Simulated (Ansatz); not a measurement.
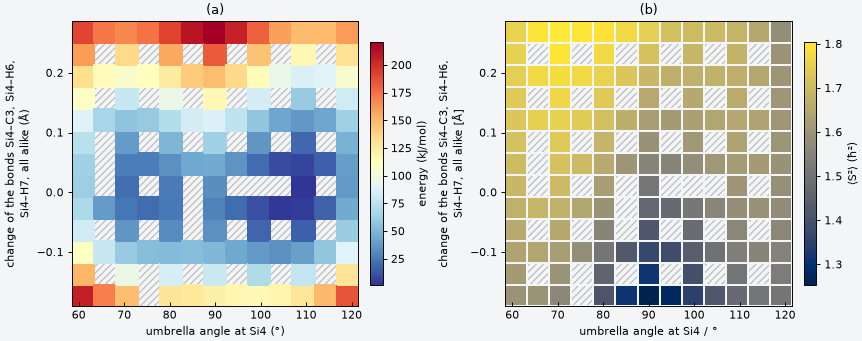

CH3BNSi, SMILES [BH]N=C=[SiH2], spin multiplicity 2. The first coordinate is: umbrella angle at Si4 (between each of its bonds and their common axis; 90 is planar); the second: change of the bonds Si4–C3, Si4–H6, Si4–H7, all alike. Nothing is relaxed (all other coordinates rigid). The grid has 13 × 13 points. At 40 points there is no value. Points are written as (first, second). Energies: kJ/mol, counted from the relaxed molecule at the same level. In part of the range the unrestricted reference is strongly spin-contaminated. Theory: Ansatz, UHF/def2-TZVP.

Panel (a) is the energy and panel (b) the computed ⟨S²⟩ on the same grid.

In the figure: one coloured cell a grid point, hatched blanks where no value was computed.

How does the ⟨S²⟩ vary over the map, and what is it at the lowest grid point?

Answer. Leaving out the highest fifth of the energies, it runs from 1.25 ħ² at (90.0°, −0.173 Å) to 1.78 ħ² at (70.6°, 0.195 Å). At the lowest grid point, (109.4°, 0.011 Å), it is 1.60 ħ².
